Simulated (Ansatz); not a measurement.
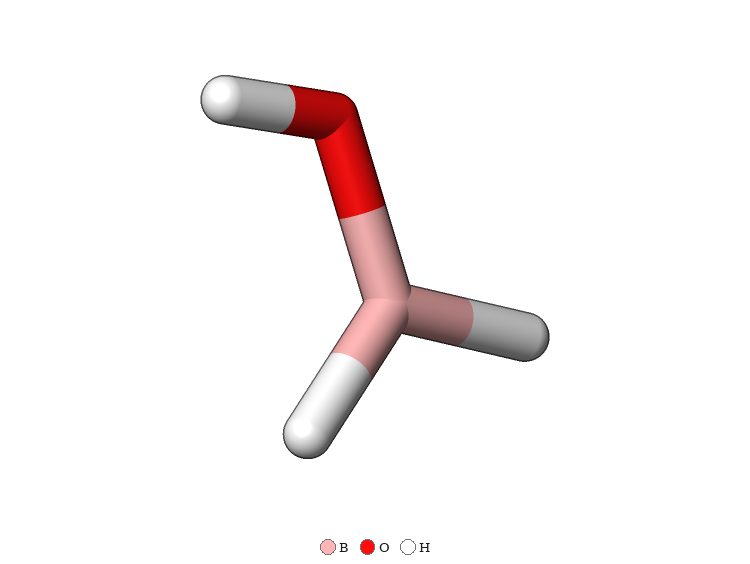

The picture shows a molecular structure as a stick model. Every bond is drawn as one stick, whatever its order.

**What is the molecular formula?**

BH3O, 5 atoms: 1 boron, 3 hydrogen and 1 oxygen.

**How many bonds of each kind are drawn?**

2 B–H, 1 B–O, 1 O–H. Sticks follow a distance rule.

**How many atoms are distinct by symmetry?**

5: 1 B, 1 O, 1 H, 1 H, 1 H.

**What is the point group of this geometry?**

Cs.

More results for the same structure follow; atom numbers are the same in all pictures, views and colours differ. The computed structure is the end point of a PBE0-D4/def2-TZVP optimisation.

**Electronic properties**

Properties computed with RKS PBE0-D4/def2-TZVPP (Ansatz 0.2.0).

**Give the LUMO energy (Kohn–Sham orbital) at this level.**

−0.42 eV.

**What is the HOMO energy (Kohn–Sham orbital)?**

−8.86 eV.

**Dipole moment**

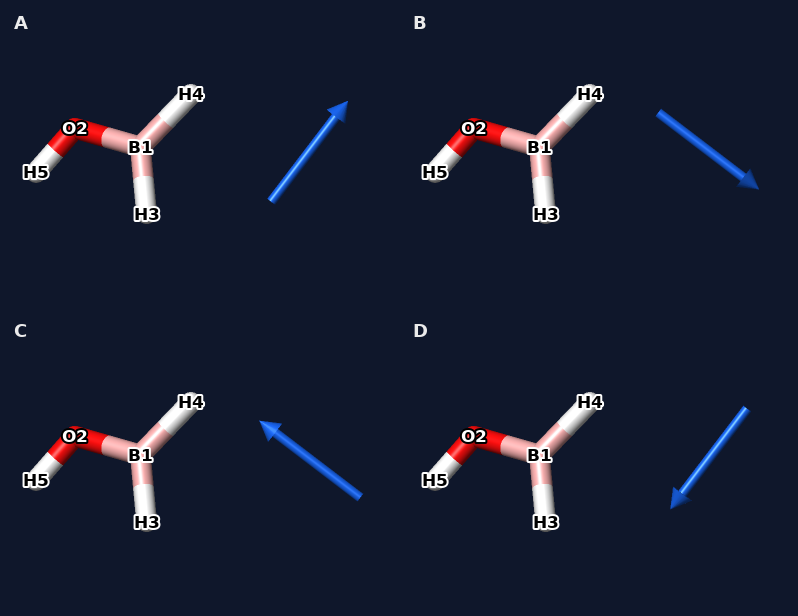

The same molecule four times, each with an arrow. Method: RKS PBE0-D4/def2-TZVP (Ansatz 0.2.0).

**Which arrow points along the dipole moment, from the negative to the positive end?**

D. The dipole moment is 1.61 D; it points from the side of H4 to the side of H5 (the outermost atoms at the two ends).

**Charges**

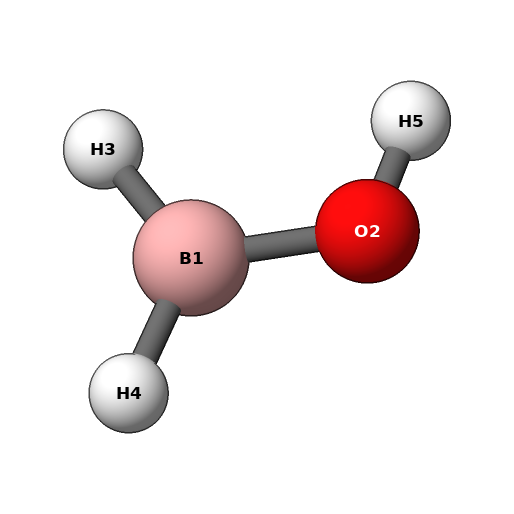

The questions are on Mulliken charges. Properties computed with RKS PBE0-D4/def2-TZVP (Ansatz 0.2.0).

Give the Mulliken charges atom by atom.

```tsv
atom	value (e)
B1	0.06
O2	−0.38
H3	−0.01
H4	0.00
H5	0.33
```

Mulliken values depend strongly on the basis set and can even reverse the polarity of a bond.
